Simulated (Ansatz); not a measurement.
# SiHClF (SMILES F[SiH]Cl): levels of theory compared

Aim: a comparison of 6 runs (UHF/STO-3G, U-revPBE/STO-3G, UPBE/STO-3G, UMP2/STO-3G, UCCSDT/STO-3G, UCCSD(T)/STO-3G) of SiHClF. 

The calculation is run with Ansatz 0.2.0.

76 further runs of the same task are left out: 16 that didn't finish, 60 set aside as unsound or not needed.

## (1) The system as given

SiHClF has 4 atoms, charge 0, and is taken as a doublet. As SMILES, `F[SiH]Cl`. The Si2–F1 distance was set to 2.429 Å, away from the relaxed value. At this shape a bond of the SMILES string is far longer than usual.

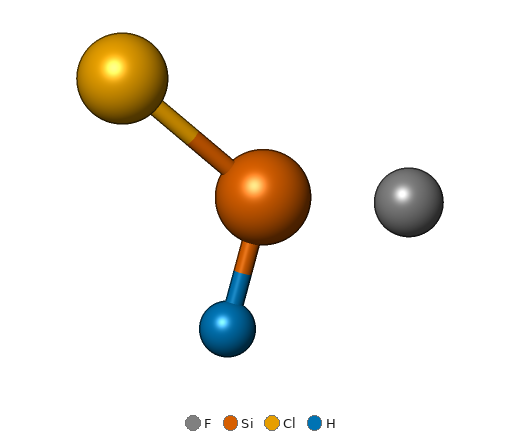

The structure, seen from a chosen angle (fluorine grey, silicon orange, chlorine amber, hydrogen blue).

## (2) A single-point energy at UHF/STO-3G (run 1)

Input file input.yaml:

```yaml
crystal:
  periodic: [false, false, false]
  atoms:
    - {symbol: F, position_ang: [-1.386969, -0.401858, 1.767450]}
    - {symbol: Si, position_ang: [-0.204890, -0.223210, -0.347440]}
    - {symbol: Cl, position_ang: [1.732630, -0.546640, 0.075470]}
    - {symbol: H, position_ang: [-0.534790, 1.112160, -0.790530]}
basis:
  gaussian: {orbitals: STO-3G}
hamiltonian: {xc: hf}
accuracy: high
magnetization: {spin_polarized: true, initial_magnetization: 1}
```

Launch:

```
$ ansatz run input.yaml --threads 1 --pin off --max-ram 2610MiB --events-out events.jsonl --progress --plain --runs-dir runs
```

The log of the run:

```text
Warning: RAYON_NUM_THREADS=1 ignored (pool sized by the plan → 1); use --threads N
Functional definition: HF
  name "HF"
  exchange = exact_x
  correlation = 0
421 factors; integrals over basis functions are off by at most 2.5e-8 eV
mean field evaluation 1: about -22813.7507 eV, gradient 1.5e1 eV
mean field evaluation 2: about -22813.7906 eV, gradient 1.5e1 eV
mean field evaluation 4: about -22819.5620 eV, gradient 4.2e0 eV
mean field evaluation 8: about -22820.3721 eV, gradient 1.2e0 eV
mean field evaluation 16: about -22820.4253 eV, gradient 4.4e-2 eV
mean field evaluation 32: about -22820.4137 eV, gradient 7.2e-6 eV
mean field evaluation 64: about -22822.0057 eV, gradient 1.0e0 eV
mean field evaluation 96: about -22822.6942 eV, gradient 2.1e-4 eV
mean field evaluation 128: about -22821.6284 eV, gradient 1.3e0 eV
mean field evaluation 160: about -22820.7119 eV, gradient 1.1e0 eV
mean field evaluation 192: about -22815.5616 eV, gradient 5.9e0 eV
mean field evaluation 224: about -22822.7963 eV, gradient 3.6e-1 eV
mean field evaluation 256: about -22822.6030 eV, gradient 2.1e-1 eV
mean field evaluation 288: about -22820.3827 eV, gradient 8.7e-2 eV
mean field evaluation 320: about -22820.4137 eV, gradient 1.4e-7 eV
mean field -22822.96315924 eV, -838.7284261422 hartree, gradient 2.5e-8 eV, S^2 1.112586; 10 other end points of the search recorded, 0 dependent functions left out
reference -22822.96315924 eV, -838.7284261422 hartree; 21, 20 occupied and 3, 4 virtual orbitals, 421 factors
Total energy: -22822.96315924 eV, -838.7284261422 hartree
```

Run time: 1.4 s. Hardware: 1 thread of Arm Neoverse V1, shared host.

## (3) A single-point energy at U-revPBE/STO-3G (run 2)

Input file in.yaml:

```yaml
crystal:
  periodic: [false, false, false]
  atoms:
    - {symbol: F, position_ang: [-1.386969, -0.401858, 1.767450]}
    - {symbol: Si, position_ang: [-0.204890, -0.223210, -0.347440]}
    - {symbol: Cl, position_ang: [1.732630, -0.546640, 0.075470]}
    - {symbol: H, position_ang: [-0.534790, 1.112160, -0.790530]}
basis:
  gaussian:
    orbitals: STO-3G
magnetization:
  spin_polarized: true
  initial_magnetization: 1
hamiltonian:
  xc: {name: revPBE}
accuracy: high
```

Launch:

```
$ ansatz run in.yaml --threads 1 --pin off --max-ram 2610MiB --events-out events.jsonl --progress --plain --runs-dir runs
```

The log of the run:

```text
Warning: RAYON_NUM_THREADS=1 ignored (pool sized by the plan → 1); use --threads N
Functional definition: revPBE
  name "revPBE"
  parameter kappa = 1.245
  parameter beta = 0.06672455060314922
  exchange = pbe_x(kappa = kappa, mu = beta*pi^2/3)
  correlation = pbe_c(beta = beta)
421 factors; integrals over basis functions are off by at most 2.5e-8 eV
mean field evaluation 1: about -22852.0946 eV, gradient 2.2e1 eV
mean field evaluation 2: about -22536.7132 eV, gradient 6.7e1 eV
mean field evaluation 4: about -22851.4580 eV, gradient 1.7e1 eV
mean field evaluation 8: about -22858.3671 eV, gradient 7.8e-2 eV
mean field evaluation 16: about -22856.6788 eV, gradient 9.7e0 eV
mean field evaluation 32: about -22858.1393 eV, gradient 2.7e0 eV
mean field -22858.36732463 eV, -840.0295052223 hartree, gradient 1.7e-8 eV, S^2 0.767518; 4 other end points of the search recorded, 0 dependent functions left out
reference -22858.36732654 eV, -840.0295052926 hartree; 21, 20 occupied and 3, 4 virtual orbitals, 421 factors
Total energy: -22858.36732654 eV, -840.0295052926 hartree
```

It took 2.9 s on 1 thread of Arm Neoverse V1, shared host; peak memory 0.13 GiB.

## (4) A single-point energy at UPBE/STO-3G (run 3)

in.yaml: that of step 3 with these lines changed.

```diff
@@ -8,9 +8,6 @@
 basis:
-  gaussian:
-    orbitals: STO-3G
-magnetization:
-  spin_polarized: true
-  initial_magnetization: 1
-hamiltonian:
-  xc: {name: revPBE}
+  gaussian: {orbitals: STO-3G}
+total_charge: 0
+magnetization: {spin_polarized: true, initial_magnetization: 1}
+hamiltonian: {xc: pbe}
 accuracy: high
```

Launch:

```
$ ansatz run in.yaml --threads 1 --pin off --max-ram 2610MiB --events-out events.jsonl --progress --plain --runs-dir runs
```

The log of the run:

```text
Warning: RAYON_NUM_THREADS=1 ignored (pool sized by the plan → 1); use --threads N
Functional definition: PBE
  name "PBE"
  parameter kappa = 0.804
[... 3 set-up lines as earlier in the session ...]
421 factors; integrals over basis functions are off by at most 2.5e-8 eV
mean field evaluation 1: about -22844.1806 eV, gradient 2.2e1 eV
mean field evaluation 2: about -22528.6189 eV, gradient 6.7e1 eV
mean field evaluation 4: about -22843.3710 eV, gradient 1.7e1 eV
mean field evaluation 8: about -22850.4411 eV, gradient 7.6e-2 eV
mean field evaluation 16: about -22848.7004 eV, gradient 9.9e0 eV
mean field evaluation 32: about -22850.2004 eV, gradient 2.8e0 eV
mean field -22850.44129725 eV, -839.7382290885 hartree, gradient 1.5e-8 eV, S^2 0.765835; 4 other end points of the search recorded, 0 dependent functions left out
reference -22850.44129879 eV, -839.7382291450 hartree; 21, 20 occupied and 3, 4 virtual orbitals, 421 factors
Total energy: -22850.44129879 eV, -839.7382291450 hartree
```

It took 2.9 s on 1 thread of Arm Neoverse V1, shared host; peak memory 0.14 GiB.

Runs 4 to 5 aren't shown in full; the table further down has their settings and results.

## (5) The energy at UCCSD(T)/STO-3G (run 6)

in.yaml: that of step 4 with these lines changed.

```diff
@@ -9,5 +9,5 @@
   gaussian: {orbitals: STO-3G}
-total_charge: 0
 magnetization: {spin_polarized: true, initial_magnetization: 1}
-hamiltonian: {xc: pbe}
+scf: {omitted_lower_state_checks: [cluster_reference, increment]}
 accuracy: high
+correlation: {method: ccsd_t, frozen_orbitals: {Cl: 5, F: 1, H: 0, Si: 5}}
```

Launch:

```
$ ansatz run in.yaml --threads 1 --pin off --max-ram 2610MiB --events-out events.jsonl --progress --plain --runs-dir runs
```

The log of the run:

```text
Warning: RAYON_NUM_THREADS=1 ignored (pool sized by the plan → 1); use --threads N
[... 19 lines left out ...]
11 core orbitals not correlated: weight in the atoms' cores, before any rotation towards them, 1.000 or more for the frozen orbitals, at most 0.000 for the correlated occupied ones
[... 74 lines left out ...]
Total energy: -22824.40193058 eV, -838.7813000134 hartree
Checks for a lower state left out: cluster_reference, increment
```

It took 1.7 s on 1 thread of Arm Neoverse V1, shared host.

## (6) Overview of the runs

```tsv
run	level	frozen core orbitals	energy (Eh)	⟨S²⟩	wall time
1	UHF/STO-3G	–	-838.728426	1.113	1.4 s
2	U-revPBE/STO-3G	–	-840.029505	0.768	2.9 s
3	UPBE/STO-3G	–	-839.738229	0.766	2.9 s
4	UMP2/STO-3G	11	-838.756289	1.113	1.2 s
5	UCCSDT/STO-3G	11	-838.782865	1.113	2.9 s
6	UCCSD(T)/STO-3G	11	-838.781300	1.113	1.7 s
```

## (7) Results

| quantity | value |
| --- | --- |
| run 6: total energy | -838.78130 Eh |
| run 6: correlation energy (11 core orbitals frozen) | -52.9 mEh |
| run 6: (T) correction | -1.56 mEh |
| run 6: ⟨S²⟩ of the reference determinant | 1.113 |
| run 6: T1 diagnostic | 0.034 |

Below the UHF energy at the same shape and in the same basis (STO-3G): UMP2 -27.9 mEh; UCCSDT -54.4 mEh; UCCSD(T) -52.9 mEh. Totals of different functionals can't be ranked against each other. In runs 1, 2, 3, 4, 5, 6 the basis is minimal, so the values are rough. Spin contamination of the reference: run 1 ⟨S²⟩ = 1.11, run 4 ⟨S²⟩ = 1.11, run 5 ⟨S²⟩ = 1.11, run 6 ⟨S²⟩ = 1.11. All runs together took 13 s, the longest 2.9 s.
